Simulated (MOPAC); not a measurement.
Frequency calculation of BSiNH$_{5}$ (part 2 of 2)

Continued. System: BSiNH$_{5}$, multiplicity 2. Method: AM1, unrestricted (MOPAC 23.2.5). The geometry was optimised with AM1.

## The program's output, continued
```
 VIBRATION          4    2A'         ATOM PAIR     ENERGY CONTRIBUTION    RADIAL
 FREQUENCY           587.15         Si3 -- H 8         +23.6% ( 72.2%)     13.0%
 TRANSITION DIPOLE   0.4213         B 1 -- H 5         +19.6% ( 65.8%)     13.1%
 TRAVEL (Ang.)       0.5072         B 1 -- H 4         +18.5% ( 64.0%)     12.8%
 REDUCED MASS        0.4465         B 1 -- N 2         +12.6% ( 52.7%)      0.2%
 EFFECTIVE MASS      4.6414         Si3 -- H 7         +11.4% ( 50.1%)      4.1%
 FORCE CONSTANT      0.0907         Si3 -- H 6         +11.3% ( 50.0%)      3.3%

 VIBRATION          5    3A"         ATOM PAIR     ENERGY CONTRIBUTION    RADIAL
 FREQUENCY           626.74         Si3 -- H 6         +36.7% ( 72.1%)     11.2%
 TRANSITION DIPOLE   0.9350         Si3 -- H 7         +36.7% ( 72.0%)     10.5%
 TRAVEL (Ang.)       0.3552         Si3 -- H 8         +16.2% ( 47.9%)      0.0%
 REDUCED MASS        0.8526         N 2 -- Si3          +8.8% ( 35.2%)      0.0%
 EFFECTIVE MASS      4.6751
 FORCE CONSTANT      0.1973

 VIBRATION          6    3A'         ATOM PAIR     ENERGY CONTRIBUTION    RADIAL
 FREQUENCY           674.85         B 1 -- H 4         +27.5% ( 72.7%)     15.2%
 TRANSITION DIPOLE   0.8766         B 1 -- H 5         +26.7% ( 71.7%)     14.0%
 TRAVEL (Ang.)       0.3263         B 1 -- N 2         +24.8% ( 69.0%)      0.0%
 REDUCED MASS        0.9382         Si3 -- H 8          +7.3% ( 37.4%)     19.4%
 EFFECTIVE MASS      6.4855
 FORCE CONSTANT      0.2517

 VIBRATION          7    4A'         ATOM PAIR     ENERGY CONTRIBUTION    RADIAL
 FREQUENCY           753.87         N 2 -- Si3         +26.0% (105.5%)     99.9%
 TRANSITION DIPOLE   1.1107         B 1 -- H 5         +21.8% ( 96.7%)     34.2%
 TRAVEL (Ang.)       0.1253         B 1 -- H 4         +21.8% ( 96.6%)     28.5%
 REDUCED MASS        5.6941         B 1 -- N 2         +12.7% ( 73.7%)     97.6%
 EFFECTIVE MASS     18.8396
 FORCE CONSTANT      1.9067

 VIBRATION          8    5A'         ATOM PAIR     ENERGY CONTRIBUTION    RADIAL
 FREQUENCY           816.59         Si3 -- H 7         +37.6% ( 49.2%)      1.0%
 TRANSITION DIPOLE   0.4257         Si3 -- H 6         +37.5% ( 49.2%)      0.5%
 TRAVEL (Ang.)       0.4829         Si3 -- H 8         +21.0% ( 36.8%)      7.3%
 REDUCED MASS        0.3542         N 2 -- Si3          +1.7% ( 10.4%)     49.2%
 EFFECTIVE MASS      1.3496
 FORCE CONSTANT      0.1391

 VIBRATION          9    4A"         ATOM PAIR     ENERGY CONTRIBUTION    RADIAL
 FREQUENCY           825.48         Si3 -- H 8         +48.6% ( 55.5%)      0.0%
 TRANSITION DIPOLE   0.3648         Si3 -- H 7         +25.3% ( 40.0%)      2.6%
 TRAVEL (Ang.)       0.4670         Si3 -- H 6         +25.2% ( 40.0%)      3.4%
 REDUCED MASS        0.3745         N 2 -- Si3          +0.8% (  7.1%)      0.0%
 EFFECTIVE MASS      1.2422
 FORCE CONSTANT      0.1504

 VIBRATION         10    6A'         ATOM PAIR     ENERGY CONTRIBUTION    RADIAL
 FREQUENCY           847.74         Si3 -- H 6         +32.7% ( 55.1%)      1.5%
 TRANSITION DIPOLE   1.2689         Si3 -- H 7         +32.7% ( 55.0%)      1.5%
 TRAVEL (Ang.)       0.3793         Si3 -- H 8         +27.6% ( 50.6%)      1.4%
 REDUCED MASS        0.5529         N 2 -- Si3          +6.6% ( 24.7%)    100.0%
 EFFECTIVE MASS      2.9577
 FORCE CONSTANT      0.2341

 VIBRATION         11    5A"         ATOM PAIR     ENERGY CONTRIBUTION    RADIAL
 FREQUENCY           945.21         B 1 -- H 4         +45.0% ( 63.4%)      0.0%
 TRANSITION DIPOLE   0.1998         B 1 -- H 5         +44.6% ( 63.1%)      0.0%
 TRAVEL (Ang.)       0.2556         B 1 -- N 2         +10.2% ( 30.3%)      0.0%
 REDUCED MASS        1.0921         N 2 -- Si3          +0.1% (  3.6%)      0.0%
 EFFECTIVE MASS      2.8668
 FORCE CONSTANT      0.5749

 VIBRATION         12    7A'         ATOM PAIR     ENERGY CONTRIBUTION    RADIAL
 FREQUENCY           998.26         B 1 -- H 4         +43.3% ( 64.0%)      2.0%
 TRANSITION DIPOLE   0.2853         B 1 -- H 5         +42.9% ( 63.7%)      2.0%
 TRAVEL (Ang.)       0.3668         B 1 -- N 2         +12.5% ( 34.4%)    100.0%
 REDUCED MASS        0.5021         N 2 -- Si3          +1.1% ( 10.4%)     99.6%
 EFFECTIVE MASS      2.0751
 FORCE CONSTANT      0.2948

 VIBRATION         13    8A'         ATOM PAIR     ENERGY CONTRIBUTION    RADIAL
 FREQUENCY          1705.43         B 1 -- N 2         +54.4% ( 97.9%)    100.0%
 TRANSITION DIPOLE   1.1428         N 2 -- Si3         +22.5% ( 62.9%)    100.0%
 TRAVEL (Ang.)       0.0792         B 1 -- H 5         +11.4% ( 44.7%)     24.3%
 REDUCED MASS        6.3038         B 1 -- H 4         +11.4% ( 44.7%)     24.2%
 EFFECTIVE MASS     12.5495
 FORCE CONSTANT     10.8025

 VIBRATION         14    9A'         ATOM PAIR     ENERGY CONTRIBUTION    RADIAL
 FREQUENCY          2214.95         Si3 -- H 8         +96.4% ( 98.5%)    100.0%
 TRANSITION DIPOLE   0.0612         Si3 -- H 6          +1.7% ( 13.1%)     58.8%
 TRAVEL (Ang.)       0.1819         Si3 -- H 7          +1.7% ( 13.0%)     62.8%
 REDUCED MASS        0.9204         N 2 -- Si3          +0.2% (  4.1%)      1.5%
 EFFECTIVE MASS      1.3210
 FORCE CONSTANT      2.6603

 VIBRATION         15    6A"         ATOM PAIR     ENERGY CONTRIBUTION    RADIAL
 FREQUENCY          2231.25         Si3 -- H 7         +50.4% ( 71.5%)     98.4%
 TRANSITION DIPOLE   0.1497         Si3 -- H 6         +49.2% ( 70.6%)     98.9%
 TRAVEL (Ang.)       0.2443         N 2 -- Si3          +0.2% (  4.4%)      0.0%
 REDUCED MASS        0.5066         Si3 -- H 8          +0.2% (  4.3%)      0.0%
 EFFECTIVE MASS      1.3724
 FORCE CONSTANT      1.4859

 VIBRATION         16   10A'         ATOM PAIR     ENERGY CONTRIBUTION    RADIAL
 FREQUENCY          2235.89         Si3 -- H 6         +49.1% ( 69.6%)     98.4%
 TRANSITION DIPOLE   0.1119         Si3 -- H 7         +48.0% ( 68.8%)     98.5%
 TRAVEL (Ang.)       0.2544         Si3 -- H 8          +2.7% ( 16.4%)     59.8%
 REDUCED MASS        0.4660
 EFFECTIVE MASS      1.1700
 FORCE CONSTANT      1.3726

 VIBRATION         17   11A'         ATOM PAIR     ENERGY CONTRIBUTION    RADIAL
 FREQUENCY          3104.52         B 1 -- H 5         +52.5% ( 71.9%)     96.7%
 TRANSITION DIPOLE   0.5296         B 1 -- H 4         +46.8% ( 67.9%)     95.8%
 TRAVEL (Ang.)       0.2121         B 1 -- N 2          +0.7% (  8.5%)     99.8%
 REDUCED MASS        0.4829
 EFFECTIVE MASS      1.2404
 FORCE CONSTANT      2.7420

 VIBRATION         18   12A'         ATOM PAIR     ENERGY CONTRIBUTION    RADIAL
 FREQUENCY          3117.59         B 1 -- H 4         +52.1% ( 73.9%)     98.1%
 TRANSITION DIPOLE   0.2366         B 1 -- H 5         +46.8% ( 70.0%)     97.6%
 TRAVEL (Ang.)       0.2038         B 1 -- N 2          +1.1% ( 10.8%)      0.0%
 REDUCED MASS        0.5210
 EFFECTIVE MASS      1.5399
 FORCE CONSTANT      2.9834

      SYMMETRY NUMBER FOR POINT-GROUP Cs  =  1

          SYSTEM IS A GROUND STATE

 BH5NSi

          MOLECULE IS NOT LINEAR

          THERE ARE 18 GENUINE VIBRATIONS IN THIS SYSTEM
          THIS THERMODYNAMICS CALCULATION IS LIMITED TO
          MOLECULES WHICH HAVE NO INTERNAL ROTATIONS

                    CALCULATED THERMODYNAMIC PROPERTIES
                                          *
   TEMP. (K)   PARTITION FUNCTION   H.O.F.    ENTHALPY  HEAT CAPACITY ENTROPY
                                   KCAL/MOL   CAL/MOLE    CAL/K/MOL  CAL/K/MOL

 298.00  VIB.     0.1358D+02                  1754.6972    12.0099    11.0725
         ROT.     0.2114D+05                   888.2803     2.9808    22.7708
         INT.     0.2871D+06                  2642.9775    14.9907    33.8433
         TRA.     0.4264D+27                  1480.4672     4.9680    38.0890
         TOT.                        6.679    4123.4447    19.9587    71.9324

 200.00  VIB.     0.5154D+01                   785.1554     7.7400     7.1842
         ROT.     0.1162D+05                   596.1613     2.9808    21.5821
         INT.     0.5989D+05                  1381.3166    10.7208    28.7663
         TRA.     0.2344D+27                   993.6021     4.9680    36.1079
         TOT.                        4.931    2374.9188    15.6888    64.8742

 210.00  VIB.     0.5688D+01                   864.7164     8.1736     7.5723
         ROT.     0.1250D+05                   625.9693     2.9808    21.7275
         INT.     0.7112D+05                  1490.6857    11.1544    29.2998
         TRA.     0.2522D+27                  1043.2822     4.9680    36.3503
         TOT.                        5.090    2533.9680    16.1224    65.6501

 220.00  VIB.     0.6278D+01                   948.6501     8.6140     7.9627
         ROT.     0.1341D+05                   655.7774     2.9808    21.8662
         INT.     0.8417D+05                  1604.4275    11.5949    29.8289
         TRA.     0.2705D+27                  1092.9623     4.9680    36.5814
         TOT.                        5.253    2697.3899    16.5629    66.4103

 230.00  VIB.     0.6929D+01                  1037.0103     9.0584     8.3554
         ROT.     0.1433D+05                   685.5855     2.9808    21.9987
         INT.     0.9930D+05                  1722.5957    12.0392    30.3541
         TRA.     0.2891D+27                  1142.6424     4.9680    36.8022
         TOT.                        5.421    2865.2382    17.0072    67.1563

 240.00  VIB.     0.7648D+01                  1129.8221     9.5040     8.7503
         ROT.     0.1528D+05                   715.3935     2.9808    22.1256
         INT.     0.1168D+06                  1845.2156    12.4848    30.8759
         TRA.     0.3082D+27                  1192.3226     4.9680    37.0137
         TOT.                        5.594    3037.5382    17.4528    67.8896

 250.00  VIB.     0.8441D+01                  1227.0853     9.9483     9.1473
         ROT.     0.1624D+05                   745.2016     2.9808    22.2473
         INT.     0.1371D+06                  1972.2869    12.9291    31.3946
         TRA.     0.3276D+27                  1242.0027     4.9680    37.2165
         TOT.                        5.770    3214.2896    17.8971    68.6110

 260.00  VIB.     0.9318D+01                  1328.7776    10.3894     9.5461
         ROT.     0.1722D+05                   775.0097     2.9808    22.3642
         INT.     0.1605D+06                  2103.7873    13.3703    31.9103
         TRA.     0.3475D+27                  1291.6828     4.9680    37.4113
         TOT.                        5.951    3395.4700    18.3383    69.3216

 270.00  VIB.     0.1029D+02                  1434.8578    10.8256     9.9464
         ROT.     0.1823D+05                   804.8177     2.9808    22.4767
         INT.     0.1875D+06                  2239.6755    13.8064    32.4231
         TRA.     0.3677D+27                  1341.3629     4.9680    37.5988
         TOT.                        6.137    3581.0384    18.7744    70.0219

 280.00  VIB.     0.1136D+02                  1545.2691    11.2555    10.3479
         ROT.     0.1925D+05                   834.6258     2.9808    22.5851
         INT.     0.2187D+06                  2379.8949    14.2363    32.9329
         TRA.     0.3884D+27                  1391.0430     4.9680    37.7795
         TOT.                        6.327    3770.9379    19.2043    70.7125

 290.00  VIB.     0.1255D+02                  1659.9425    11.6779    10.7502
         ROT.     0.2029D+05                   864.4339     2.9808    22.6897
         INT.     0.2545D+06                  2524.3763    14.6587    33.4399
         TRA.     0.4093D+27                  1440.7231     4.9680    37.9538
         TOT.                        6.521    3965.0994    19.6267    71.3938

 300.00  VIB.     0.1386D+02                  1778.7991    12.0920    11.1531
         ROT.     0.2135D+05                   894.2419     2.9808    22.7907
         INT.     0.2958D+06                  2673.0411    15.0728    33.9439
         TRA.     0.4307D+27                  1490.4032     4.9680    38.1223
         TOT.                        6.719    4163.4443    20.0408    72.0661

 310.00  VIB.     0.1531D+02                  1901.7532    12.4973    11.5563
         ROT.     0.2242D+05                   924.0500     2.9808    22.8885
         INT.     0.3432D+06                  2825.8031    15.4781    34.4447
         TRA.     0.4524D+27                  1540.0833     4.9680    38.2852
         TOT.                        6.922    4365.8864    20.4461    72.7299

 320.00  VIB.     0.1691D+02                  2028.7136    12.8932    11.9593
         ROT.     0.2352D+05                   953.8580     2.9808    22.9831
         INT.     0.3977D+06                  2982.5716    15.8740    34.9424
         TRA.     0.4745D+27                  1589.7634     4.9680    38.4429
         TOT.                        7.128    4572.3350    20.8421    73.3853

 330.00  VIB.     0.1868D+02                  2159.5861    13.2797    12.3620
         ROT.     0.2463D+05                   983.6661     2.9808    23.0748
         INT.     0.4602D+06                  3143.2522    16.2605    35.4368
         TRA.     0.4969D+27                  1639.4435     4.9680    38.5958
         TOT.                        7.339    4782.6957    21.2285    74.0326

 340.00  VIB.     0.2064D+02                  2294.2749    13.6565    12.7641
         ROT.     0.2576D+05                  1013.4742     2.9808    23.1638
         INT.     0.5318D+06                  3307.7491    16.6373    35.9279
         TRA.     0.5196D+27                  1689.1236     4.9680    38.7441
         TOT.                        7.553    4996.8727    21.6053    74.6720

 350.00  VIB.     0.2281D+02                  2432.6835    14.0236    13.1653
         ROT.     0.2690D+05                  1043.2822     2.9808    23.2502
         INT.     0.6137D+06                  3475.9657    17.0045    36.4155
         TRA.     0.5427D+27                  1738.8037     4.9680    38.8881
         TOT.                        7.771    5214.7695    21.9725    75.3036

 360.00  VIB.     0.2521D+02                  2574.7160    14.3813    13.5653
         ROT.     0.2806D+05                  1073.0903     2.9808    23.3342
         INT.     0.7075D+06                  3647.8063    17.3621    36.8995
         TRA.     0.5662D+27                  1788.4838     4.9680    39.0280
         TOT.                        7.992    5436.2902    22.3301    75.9276

 370.00  VIB.     0.2786D+02                  2720.2780    14.7296    13.9642
         ROT.     0.2924D+05                  1102.8984     2.9808    23.4159
         INT.     0.8147D+06                  3823.1764    17.7104    37.3800
         TRA.     0.5899D+27                  1838.1639     4.9680    39.1642
         TOT.                        8.217    5661.3403    22.6784    76.5442

 380.00  VIB.     0.3079D+02                  2869.2769    15.0687    14.3615
         ROT.     0.3043D+05                  1132.7064     2.9808    23.4953
         INT.     0.9372D+06                  4001.9833    18.0495    37.8568
         TRA.     0.6140D+27                  1887.8440     4.9680    39.2967
         TOT.                        8.446    5889.8273    23.0175    77.1535

 390.00  VIB.     0.3403D+02                  3021.6224    15.3989    14.7572
         ROT.     0.3164D+05                  1162.5145     2.9808    23.5728
         INT.     0.1077D+07                  4184.1369    18.3798    38.3300
         TRA.     0.6384D+27                  1937.5242     4.9680    39.4257
         TOT.                        8.678    6121.6610    23.3478    77.7557

 400.00  VIB.     0.3761D+02                  3177.2272    15.7206    15.1511
         ROT.     0.3287D+05                  1192.3226     2.9808    23.6482
         INT.     0.1236D+07                  4369.5497    18.7014    38.7994
         TRA.     0.6631D+27                  1987.2043     4.9680    39.5515
         TOT.                        8.913    6356.7540    23.6694    78.3509

   *: NOTE: HEATS OF FORMATION ARE RELATIVE TO THE
            ELEMENTS IN THEIR STANDARD STATE AT 298K
              (=  Standard Enthalpy of Formation).

            Hvib:  Zero-point energy is not included.
                   frequencies of less than zero cm-1 are not included.
            Hrot = (3/2)RT
            Htra = (3/2)RT + pV = (5/2)RT

            Heat capacity is Cp, not Cv

           FORCE CONSTANT IN CARTESIAN COORDINATES (Millidynes/A)

    ATOM   CHEMICAL       X               Y               Z
   NUMBER   SYMBOL  FORCE CONSTANT  FORCE CONSTANT  FORCE CONSTANT

      1       B       11.023995        7.007488        1.650324
      2       N       15.029424        0.887469        0.644506
      3      Si        6.421882        4.061952        4.179256
      4       H        1.855393        3.845092        0.212264
      5       H        1.851570        3.845089        0.210885
      6       H        0.697775        0.622571        2.066728
      7       H        0.698578        0.903801        1.784695
      8       H        0.618218        2.484167        0.241860

 *                    *
 * JOB ENDED NORMALLY *
 *                    *

 TOTAL JOB TIME:             0.08 SECONDS

 == MOPAC DONE ==
```

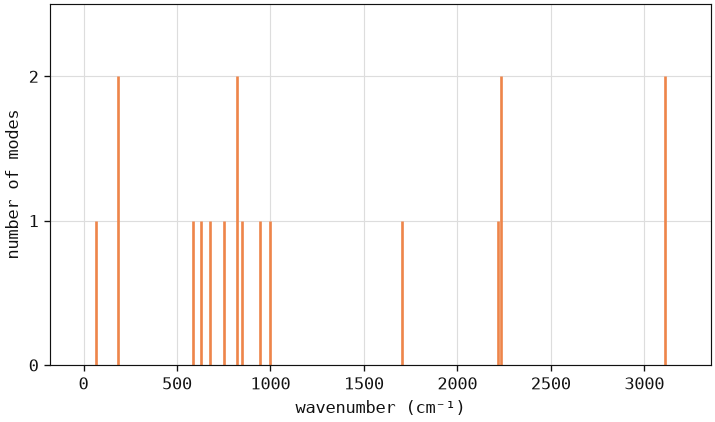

**Figure 1.** Harmonic vibrational wavenumbers from the force constants; neighbouring modes closer than 14 cm⁻¹ are counted in one stick. 18 modes from 66 to 3118 cm⁻¹, none imaginary.

The run was set up as follows.

## The input (run.mop)
```
AM1 DOUBLET THERMO FORCE AUX(PRECISION=6) T=10M THREADS=1
BH5NSi

B -0.493144 1 0.644016 1 -1.456168 1
N -0.103878 1 0.164764 1 -0.354000 1
Si 0.409423 1 -0.479393 1 1.107723 1
H -1.054823 1 -0.028144 1 -2.286961 1
H -0.327145 1 1.803948 1 -1.747030 1
H -0.237707 1 0.160270 1 2.257896 1
H 1.857995 1 -0.348923 1 1.296524 1
H 0.093211 1 -1.913233 1 1.177744 1
```

Launched with:
```bash
mopac run.mop
```

## Results in brief

- outcome: converged
- heat of formation: 6.68 kcal/mol
- basis functions: 17
- zero-point energy: 0.050392 hartree
- wavenumbers, lowest and highest: 66 and 3118 cm⁻¹
- hardware: 1 thread of Arm Neoverse V2, 24 GiB of memory available, shared host
- peak memory: 0.071 GiB

## Notes

MOPAC's energies along a path are heats of formation.
